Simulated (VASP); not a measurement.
Band structure of Ca$_{3}$MgO$_{4}$ (ordered alloy cell). Calculation: PBE GGA, VASP's PBE PAW potentials (set 64) (plane waves; VASP).

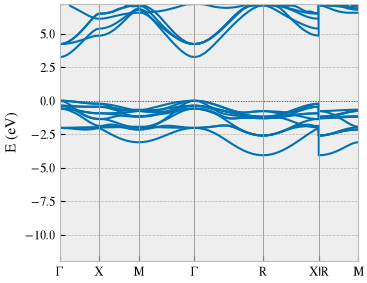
Figure: Bands along high-symmetry lines, zero at the valence-band maximum or, without a gap, the Fermi level

**Question.** Read the plot: is there a gap, and where are the band edges?

**Answer.** The gap is direct, 3.25 eV, from the valence maximum at Γ to the conduction minimum at Γ. (Edges off the drawn lines would not show.)

The structure was generated: Ca3MgO4 was put into an ordered model structure (Pm-3m), which need not be its known phase. It was relaxed first.
